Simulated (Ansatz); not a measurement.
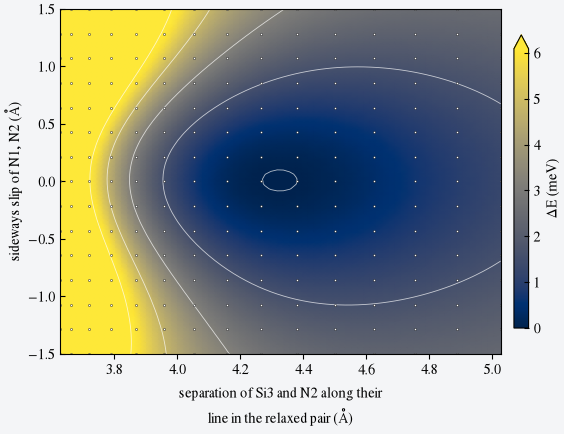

Energy landscape of the pair N₂···H₄Si. 
- The first coordinate is: separation of Si3 and N2 along their line in the relaxed pair; the second: sideways slip of N1, N2.
- Nothing is relaxed (both partners rigid).
- The scan uses a 15 × 15 grid.
- Points are written as (first, second).
- All energies are given in meV relative to the lowest grid point.
- Theory: RHF/def2-TZVPD in Ansatz 0.2.0.

The picture shows a smooth colour map with a few white contour lines, dots at the grid points, one colour for all values above the top of the scale. Between grid points the surface is interpolated. 

Describe this landscape.

The lowest grid point is at (4.381 Å, 0.000 Å). It is the only kind of minimum in the scanned range. The highest grid point, (3.627 Å, 1.500 Å), lies 18.0 meV above the lowest. Round the minimum the two coordinates are nearly uncoupled.

The input of one point:

```yaml
crystal:
  periodic: [false, false, false]
  atoms:
    - { symbol: "N", position_ang: [0.246639, -0.136638, -4.052102] }
    - { symbol: "N", position_ang: [0.18604, -0.105102, -2.988232] }
    - { symbol: Si, position_ang: [-0.084896, 0.04744, 1.38172] }
    - { symbol: H, position_ang: [0.739892, -1.110979, 0.989229] }
    - { symbol: H, position_ang: [0.537846, 1.288211, 0.882803] }
    - { symbol: H, position_ang: [-0.181231, 0.104593, 2.85318] }
    - { symbol: H, position_ang: [-1.436463, -0.091831, 0.807169] }
basis:
  gaussian: { orbitals: def2-TZVPD }
hamiltonian:
  xc: hf
output:
  forces: true
```

Each point was launched as `ansatz run input.yaml --threads 1 --pin off --max-ram 2560MiB --backend cpu --events-out ev --progress --plain --runs-dir out`. Time for the 225 points that were run: 8.4 min on 1 thread of Arm Neoverse V2 (shared host).
